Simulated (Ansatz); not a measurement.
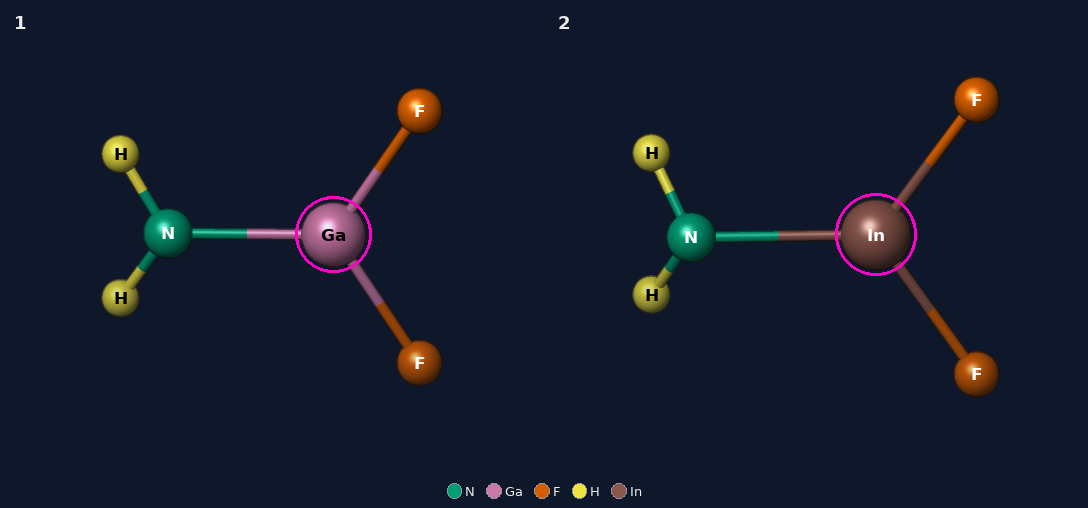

2 molecules with one skeleton, seen from the same side and at one scale; the atom that differs is circled. Charge 0, singlet. Computed geometries: PBE0-D4/def2-TZVP optimisations, one conformation each. Properties computed with Ansatz 0.2.0. Elements past Kr carry core potentials.

One atom differs, called X below: Ga in panel 1, In in panel 2. Their formulas are F2GaH2N (`[NH2][Ga]([F])[F]`), F2H2InN (`[NH2][In]([F])[F]`).

**In which is the dipole moment larger (B3LYP-D4/def2-TZVPP)?**

In panel 2 (X = In).

**In which is the angle F–X–F larger (PBE0-D4/def2-TZVP)?**

In panel 1 (X = Ga).

Give the values. With PBE0-D4/def2-TZVP: mean length of X–F (Å), length of X–N (Å), angle F–X–F (°), harmonic zero-point energy (kJ/mol). With B3LYP-D4/def2-TZVPP: dipole moment (D), HOMO energy (Kohn–Sham orbital) (eV), HOMO–LUMO gap (eV).

```csv
quantity,1 (Ga),2 (In),2 − 1
mean length of X–F (Å),1.739,1.935,+0.196
length of X–N (Å),1.790,1.998,+0.208
angle F–X–F (°),115.1,111.4,−3.7
dipole moment (D),3.30,3.87,+0.57
HOMO energy (Kohn–Sham orbital) (eV),−8.10,−8.19,−0.09
HOMO–LUMO gap (eV),6.55,5.55,−1.00
harmonic zero-point energy (kJ/mol),77.6,75.3,−2.3
```
